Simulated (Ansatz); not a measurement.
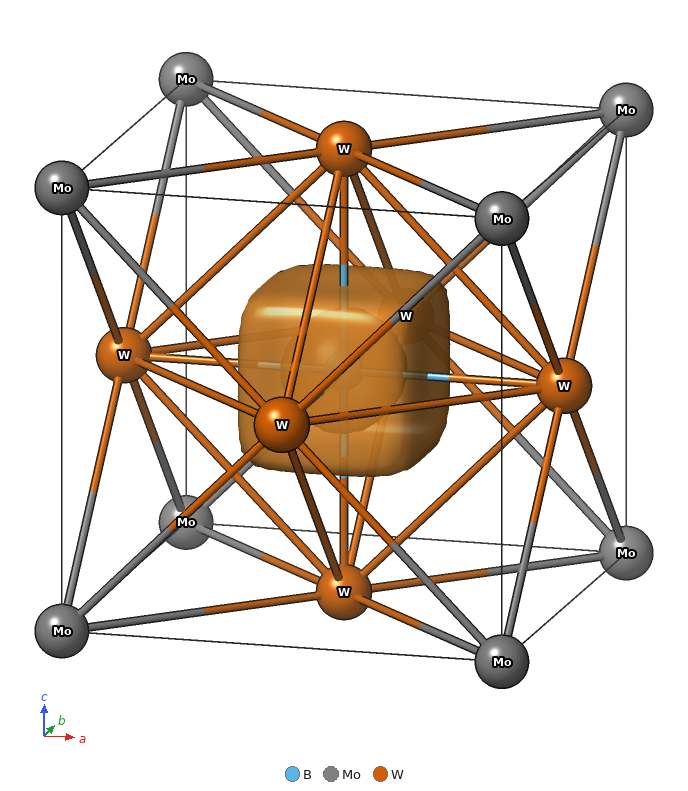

Figure 1: BMoW3. Isosurface of the ELF at 0.55 (orange), seen slightly off an axis. Core shells and regions of very low density are left out. Sticks mark near contacts.

Space group Pm-3m; a structure generated by program, which may or may not match a known phase; computed without spin polarisation.

The calculation used DFT PBE, scalar-relativistic, plane waves, PAW in Ansatz 0.2.0.

Core electrons are frozen (PAW), and the valence fields are smoothed inside the atomic spheres.

### Identify the bonds, lone pairs and shells in this picture.

The ELF exceeds this value in one region wrapped around B (its valence shell), counted in one cell of 5 atoms. Any copies at cell faces, edges or corners count once. Profiles from the grid: B–W (2.10 Å): the ELF peaks at about 0.65 in the valence shell of B, 0.7 Å from its nucleus, and drops to about 0.30 between the two atoms. Mo–W (2.97 Å): the ELF is about 0.35 at the midpoint.
